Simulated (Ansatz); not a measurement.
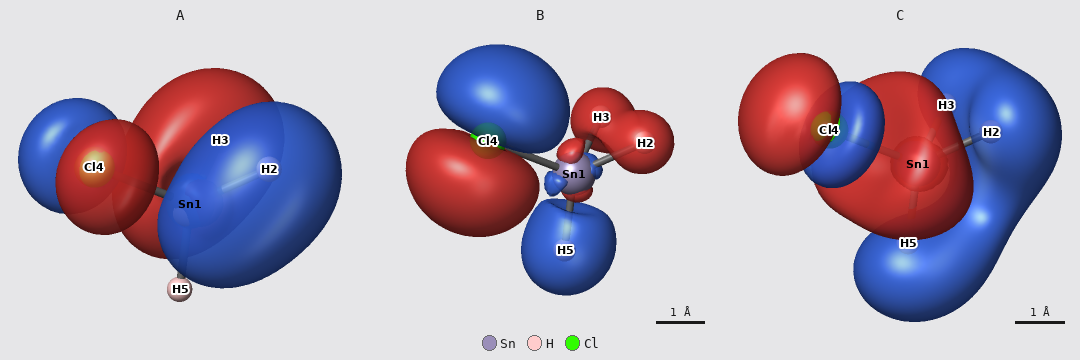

Figure. ClH3Sn. Three frontier orbitals at ±0.06 Å⁻³ᐟ² (blue and red are the two phases), in no order.

Core potentials replace the inner electrons of Sn; not at a stationary point (largest force 1.8 eV/Å).

Computed with Ansatz 0.2.0, RKS PBE0-D4/def2-mTZVP.

```xyz
5

Sn    0.1351   -0.0592    0.0957
H     0.7304    0.0617    1.6975
H     1.8437    0.0618    0.1232
Cl   -0.9154    1.8884   -0.6472
H    -0.6899   -1.4060   -0.4879
```

> Order the three orbitals by energy and name them.

B is the HOMO−1 (−9.00 eV). It lies mainly on Cl4 (about 85 %) and Sn1 (about 10 %); largely a lone pair of Cl4. A is the HOMO (−7.84 eV). It lies mainly on Sn1 (about 35 %), H2 (about 25 %), H3 (about 25 %) and Cl4 (about 15 %). C is the LUMO (−1.49 eV). By Hirshfeld shares it lies mainly on Sn1 (about 50 %), Cl4 (about 25 %), H5 (about 10 %), H2 (about 5 %) and H3 (about 5 %).

> What is the HOMO–LUMO gap?

6.35 eV between the orbital energies.
